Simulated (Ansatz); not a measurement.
Geometry relaxation, with input and output: CH4NSSi (charge +1) (part 2 of 2)

CH4NSSi, charge +1, SMILES [NH3+]C=[Si]=S; RKS PBE0-D4/def2-TZVP (Ansatz 0.2.0). 

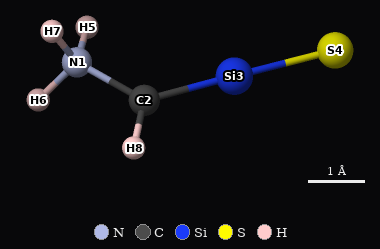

The geometry at step 16 of the log (ball-and-stick view, seen at a tilt; atoms are numbered from 1 in the order of the input).

## Trajectory as extended XYZ, continued
```
8
Properties=species:S:1:pos:R:3:forces:R:3 step=8 energy=-21288.08735
N     0.2914    1.0502    0.2956   -0.0001   0.0003   0.0003
C    -0.3778   -0.2572    0.3214    0.0003   0.0012   0.0000
Si   -0.1910   -1.5678   -0.7550    0.0002   0.0000  -0.0006
S    -0.0049   -3.0429   -1.9365   -0.0002   0.0003   0.0002
H     0.0957    1.5950   -0.5490    0.0001  -0.0009   0.0000
H    -0.0464    1.6125    1.0801   -0.0005  -0.0005  -0.0006
H     1.3080    0.9935    0.4038   -0.0004  -0.0004   0.0003
H    -1.0749   -0.3833    1.1395    0.0006   0.0001   0.0003
8
Properties=species:S:1:pos:R:3:forces:R:3 step=9 energy=-21288.08749
N     0.2908    1.0505    0.2952    0.0013   0.0082   0.0034
C    -0.3752   -0.2586    0.3235   -0.0034   0.0013   0.0028
Si   -0.1924   -1.5671   -0.7561   -0.0006  -0.0001  -0.0015
S    -0.0133   -3.0387   -1.9431   -0.0008   0.0014   0.0005
H     0.1074    1.5855   -0.5584    0.0042  -0.0065   0.0075
H    -0.0623    1.6204    1.0677    0.0022  -0.0057  -0.0117
H     1.3060    0.9981    0.4208   -0.0091   0.0018   0.0008
H    -1.0611   -0.3902    1.1503    0.0062  -0.0004  -0.0018
8
Properties=species:S:1:pos:R:3:forces:R:3 step=10 energy=-21288.08755
N     0.2908    1.0512    0.2954   -0.0041  -0.0168  -0.0059
C    -0.3737   -0.2587    0.3232   -0.0082   0.0008   0.0097
Si   -0.1927   -1.5671   -0.7567    0.0016   0.0037  -0.0030
S    -0.0168   -3.0385   -1.9443   -0.0009  -0.0001  -0.0004
H     0.1110    1.5834   -0.5603    0.0015   0.0016  -0.0018
H    -0.0672    1.6220    1.0645   -0.0029   0.0073   0.0007
H     1.3052    1.0003    0.4259    0.0032   0.0021   0.0047
H    -1.0566   -0.3927    1.1523    0.0098   0.0013  -0.0039
8
Properties=species:S:1:pos:R:3:forces:R:3 step=11 energy=-21288.08937
N     0.2898    1.0603    0.2969   -0.0469  -0.1675  -0.0520
C    -0.3543   -0.2616    0.3226   -0.0905  -0.0024   0.1556
Si   -0.1973   -1.5666   -0.7641    0.0258   0.0299  -0.0378
S    -0.0669   -3.0305   -1.9671   -0.0049   0.0035   0.0057
H     0.1677    1.5474   -0.5947    0.0157   0.0242   0.0285
H    -0.1445    1.6501    1.0102    0.0196   0.0446  -0.0254
H     1.2925    1.0313    0.5063   -0.0186   0.0288   0.0209
H    -0.9869   -0.4305    1.1899    0.0998   0.0389  -0.0955
8
Properties=species:S:1:pos:R:3:forces:R:3 step=12 energy=-21288.09073
N     0.2861    1.0657    0.2968   -0.0628  -0.0125  -0.0028
C    -0.3382   -0.2666    0.3276   -0.1635  -0.0269   0.3759
Si   -0.2049   -1.5639   -0.7714    0.0332   0.0303  -0.0741
S    -0.1204   -3.0128   -1.9983   -0.0103   0.0305   0.0301
H     0.2387    1.4988   -0.6351    0.0578  -0.0486   0.2761
H    -0.2322    1.6866    0.9361    0.2136  -0.1303  -0.2556
H     1.2719    1.0646    0.6018   -0.2802   0.0606  -0.0658
H    -0.9011   -0.4725    1.2426    0.2122   0.0969  -0.2838
8
Properties=species:S:1:pos:R:3:forces:R:3 step=13 energy=-21288.09992
N     0.2812    1.0615    0.2951   -0.0594  -0.0340   0.0039
C    -0.3390   -0.2698    0.3361   -0.1295  -0.0677   0.3556
Si   -0.2095   -1.5596   -0.7739    0.0126   0.0279  -0.0452
S    -0.1352   -2.9970   -2.0150   -0.0116   0.0366   0.0294
H     0.2706    1.4714   -0.6437    0.0494  -0.0114   0.1033
H    -0.2562    1.7014    0.8913    0.0736  -0.0507  -0.1131
H     1.2504    1.0758    0.6381   -0.1166   0.0212  -0.0415
H    -0.8623   -0.4838    1.2720    0.1817   0.0781  -0.2923
8
Properties=species:S:1:pos:R:3:forces:R:3 step=14 energy=-21288.10904
N     0.2676    1.0435    0.2870   -0.0147   0.2513  -0.0159
C    -0.3113   -0.2951    0.4013    0.0429  -0.0743  -0.1960
Si   -0.2533   -1.5573   -0.7411    0.0545   0.2690   0.0888
S    -0.1692   -2.8841   -2.0839   -0.0230  -0.2878  -0.2246
H     0.3780    1.3458   -0.6886    0.0052  -0.0636   0.2330
H    -0.3453    1.7425    0.7305    0.1055  -0.1619  -0.1171
H     1.1879    1.1240    0.7395   -0.1000   0.0085  -0.0521
H    -0.7544   -0.5193    1.3551   -0.0705   0.0588   0.2840
8
Properties=species:S:1:pos:R:3:forces:R:3 step=15 energy=-21288.08599 accepted=F
N     0.2557    1.0541    0.3071    0.0117  -0.1581  -0.1585
C    -0.2497   -0.3131    0.3939    0.1038   0.8278   0.6040
Si   -0.2277   -1.4742   -0.8097   -0.1312  -1.0411  -0.6268
S    -0.2902   -2.9036   -2.0570    0.0310   0.0179  -0.1021
H     0.4842    1.2728   -0.6578    0.1239   0.3060  -0.1514
H    -0.4406    1.7384    0.6045   -0.1060   0.1163   0.0859
H     1.1052    1.2035    0.8564    0.0567   0.0295   0.1262
H    -0.6371   -0.5779    1.3626   -0.0899  -0.0983   0.2229
8
Properties=species:S:1:pos:R:3:forces:R:3 step=16 energy=-21288.12240
N     0.2650    1.0512    0.2945    0.0155   0.0801   0.0184
C    -0.2766   -0.3051    0.4009    0.0003   0.0402  -0.0030
Si   -0.2404   -1.5388   -0.7732   -0.0136  -0.1594  -0.1306
S    -0.2294   -2.9119   -2.0910   -0.0040   0.0963   0.0927
H     0.4303    1.3299   -0.6749    0.0255   0.0220   0.0446
H    -0.3945    1.7383    0.6783    0.0467  -0.0625  -0.0408
H     1.1533    1.1684    0.7985   -0.0839  -0.0074  -0.0260
H    -0.7076   -0.5320    1.3669    0.0136  -0.0093   0.0447
8
Properties=species:S:1:pos:R:3:forces:R:3 step=17 energy=-21288.12779
N     0.2586    1.0563    0.2937    0.0042   0.0241  -0.0075
C    -0.2483   -0.3119    0.4006   -0.0004  -0.0503  -0.0406
Si   -0.2521   -1.5366   -0.7871   -0.0056   0.0682   0.0834
S    -0.2814   -2.9084   -2.0977   -0.0039  -0.0429  -0.0483
H     0.5029    1.3162   -0.6634    0.0087   0.0014   0.0135
H    -0.4452    1.7336    0.6046    0.0050   0.0135  -0.0121
H     1.0973    1.2042    0.8655   -0.0034   0.0149  -0.0021
H    -0.6319   -0.5535    1.3837   -0.0045  -0.0289   0.0138
8
Properties=species:S:1:pos:R:3:forces:R:3 step=18 energy=-21288.12473 accepted=F
N     0.2572    1.0608    0.2924   -0.0867  -0.1190   0.1261
C    -0.2368   -0.3200    0.4140    0.0817   0.0829  -0.1001
Si   -0.2591   -1.5348   -0.7827    0.0062   0.0397   0.0032
S    -0.3076   -2.8943   -2.1068   -0.0027  -0.0265  -0.0234
H     0.5422    1.3006   -0.6583   -0.0088  -0.0559  -0.0207
H    -0.4616    1.7439    0.5533   -0.0393  -0.0344   0.0061
H     1.0703    1.2411    0.8918   -0.0090  -0.0661   0.0145
H    -0.6046   -0.5972    1.3964    0.0587   0.1794  -0.0057
8
Properties=species:S:1:pos:R:3:forces:R:3 step=19 energy=-21288.12875
N     0.2568    1.0572    0.2936    0.0014   0.0117  -0.0082
C    -0.2393   -0.3154    0.4040    0.0005  -0.0227  -0.0157
Si   -0.2559   -1.5358   -0.7869   -0.0029   0.0325   0.0376
S    -0.2953   -2.9033   -2.1032   -0.0028  -0.0185  -0.0216
H     0.5231    1.3079   -0.6601    0.0042  -0.0013   0.0121
H    -0.4579    1.7341    0.5803    0.0028   0.0036  -0.0085
H     1.0815    1.2175    0.8822   -0.0040   0.0074  -0.0003
H    -0.6129   -0.5622    1.3901    0.0009  -0.0127   0.0046
8
Properties=species:S:1:pos:R:3:forces:R:3 step=20 energy=-21288.12207 accepted=F
N     0.2507    1.0563    0.2894    0.1596   0.1273   0.4109
C    -0.2147   -0.3272    0.4134   -0.0910  -0.0385   0.2302
Si   -0.2676   -1.5403   -0.7826    0.0177   0.0069  -0.0790
S    -0.3293   -2.8909   -2.1182   -0.0010   0.0158   0.0369
H     0.5741    1.2958   -0.6435    0.0068  -0.0493  -0.2742
H    -0.4785    1.7394    0.5213   -0.0989  -0.0802  -0.0197
H     1.0443    1.2659    0.9130   -0.1336  -0.1697  -0.0460
H    -0.5790   -0.5991    1.4071    0.1405   0.1877  -0.2591
8
Properties=species:S:1:pos:R:3:forces:R:3 step=21 energy=-21288.12944
N     0.2546    1.0580    0.2933    0.0005   0.0010  -0.0008
C    -0.2274   -0.3197    0.4084    0.0014  -0.0021  -0.0005
Si   -0.2611   -1.5343   -0.7871   -0.0008   0.0018   0.0009
S    -0.3125   -2.8967   -2.1096   -0.0016   0.0003  -0.0007
H     0.5479    1.2978   -0.6550    0.0026  -0.0009   0.0010
H    -0.4734    1.7329    0.5499   -0.0013  -0.0005  -0.0030
H     1.0609    1.2337    0.9024   -0.0031   0.0013   0.0017
H    -0.5889   -0.5716    1.3978    0.0023  -0.0010   0.0015
8
Properties=species:S:1:pos:R:3:forces:R:3 step=22 energy=-21288.12966
N     0.2527    1.0586    0.2929    0.0043   0.0172   0.0013
C    -0.2123   -0.3246    0.4126   -0.0048   0.0022   0.0033
Si   -0.2652   -1.5330   -0.7885   -0.0013   0.0084   0.0077
S    -0.3327   -2.8901   -2.1153    0.0013  -0.0065  -0.0058
H     0.5745    1.2886   -0.6492   -0.0050  -0.0020   0.0237
H    -0.4910    1.7288    0.5181    0.0228  -0.0161  -0.0066
H     1.0383    1.2513    0.9245   -0.0226  -0.0040  -0.0190
H    -0.5644   -0.5797    1.4049    0.0053   0.0008  -0.0046
8
Properties=species:S:1:pos:R:3:forces:R:3 step=23 energy=-21288.12962 accepted=F
N     0.2514    1.0590    0.2925   -0.0071   0.0064  -0.0001
C    -0.2174   -0.3231    0.4116    0.0181  -0.0028   0.0102
Si   -0.2682   -1.5321   -0.7889    0.0020  -0.0064  -0.0062
S    -0.3323   -2.8902   -2.1156   -0.0031   0.0074   0.0055
H     0.5787    1.2872   -0.6477   -0.0024  -0.0009   0.0065
H    -0.4910    1.7315    0.5132    0.0063  -0.0063  -0.0008
H     1.0340    1.2505    0.9274   -0.0072  -0.0048  -0.0069
H    -0.5553   -0.5828    1.4076   -0.0066   0.0074  -0.0081
8
Properties=species:S:1:pos:R:3:forces:R:3 step=24 energy=-21288.12970
N     0.2523    1.0586    0.2927   -0.0006  -0.0014   0.0003
C    -0.2133   -0.3243    0.4126   -0.0002  -0.0002   0.0005
Si   -0.2663   -1.5327   -0.7884   -0.0001   0.0003  -0.0002
S    -0.3324   -2.8899   -2.1156    0.0000  -0.0001   0.0001
H     0.5757    1.2882   -0.6483    0.0003   0.0004   0.0000
H    -0.4907    1.7292    0.5164    0.0001   0.0003  -0.0002
H     1.0365    1.2510    0.9249   -0.0001   0.0002   0.0000
H    -0.5617   -0.5802    1.4057    0.0005   0.0004  -0.0003
```

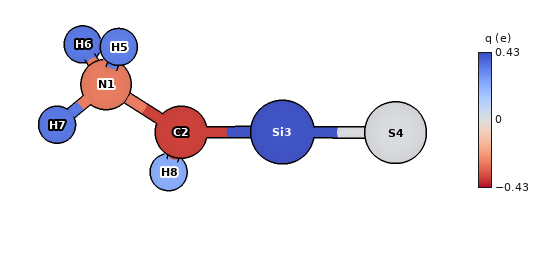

Mulliken charges, as the colour of each atom (ball-and-stick view, seen at an oblique angle; atoms are numbered from 1 in the order of the input). By element: N −0.27, C −0.37, Si +0.41, S +0.01 and H +0.22 to +0.34 e.

The run was set up as follows.

## The input
```yaml
crystal:
  periodic: [false, false, false]
  atoms:
    - {symbol: N, position_ang: [0.295160, 1.074860, 0.305630]}
    - {symbol: C, position_ang: [-0.405670, -0.240640, 0.349110]}
    - {symbol: Si, position_ang: [-0.198300, -1.602870, -0.765680]}
    - {symbol: S, position_ang: [0.026630, -3.106780, -2.009310]}
    - {symbol: H, position_ang: [0.093540, 1.597920, -0.556740]}
    - {symbol: H, position_ang: [-0.040530, 1.634200, 1.097440]}
    - {symbol: H, position_ang: [1.315790, 0.983320, 0.395770]}
    - {symbol: H, position_ang: [-1.086620, -0.340010, 1.183780]}
basis:
  gaussian: {orbitals: def2-TZVP}
total_charge: 1
hamiltonian: {xc: pbe0, dispersion: d4}
relax: {f_tol: 0.005, max_steps: 200}
```

Launch command:
```bash
ansatz run in.yaml --threads 2 --pin off --events-out ev --progress --plain --max-ram 4352MiB
```

## Summary

| quantity | value |
| --- | --- |
| outcome | converged |
| total energy | −21288.1297 eV |
| mean-field energy | −21287.9957 eV |
| dispersion energy | −0.1341 eV |
| SCF solution under orbital rotations | stable |
| largest force (length of the vector) at the end | 0.002 eV/Å |
| hardware | 2 threads of Intel Xeon @ 2.60GHz, 23 GiB of memory available, shared host |
| wall time | 76 s (CPU time 2.4 min) |
| peak memory | 0.36 GiB |
